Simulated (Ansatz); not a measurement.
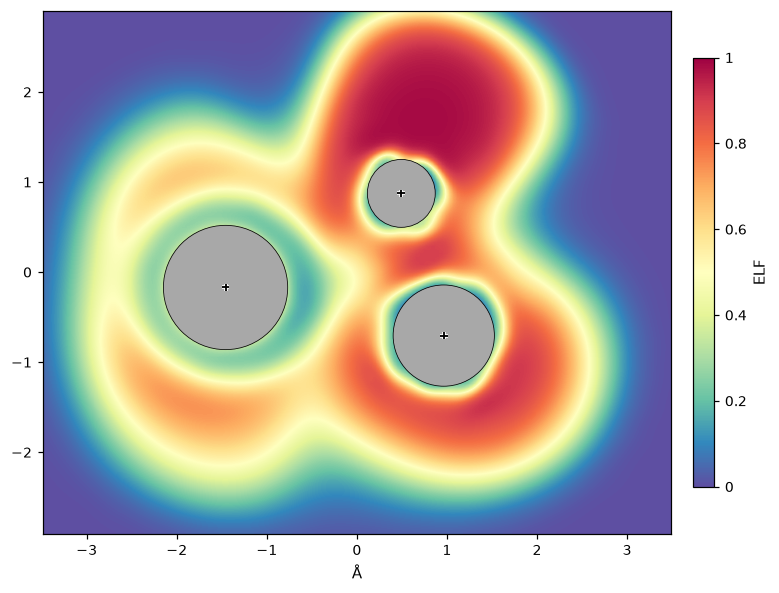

The ELF on a plane through atoms (crosses mark nuclei in the plane; grey discs cover the cores).

The calculation used isolated molecule in a Gaussian basis; Kohn-Sham density functional theory, functional PBE0 (Ansatz 0.2.0).

Candidates:
A. H$_{3}$OSn (SMILES [OH2+][SnH]) (charge +1)
B. CSTe (SMILES [C-]1=[S+][Te]1)
C. BHSi (SMILES B=[Si]) (triplet)

Which system is this?

Answer. Candidate B: CSTe on the molecular plane, which holds C, S and Te. C–S (1.65 Å): the ELF peaks at about 0.90 between the atoms; a covalent bond. C–Te (2.21 Å): the ELF peaks at about 0.80 in the valence shell of C, 0.7 Å from its nucleus, and drops to about 0.20 between the two atoms.
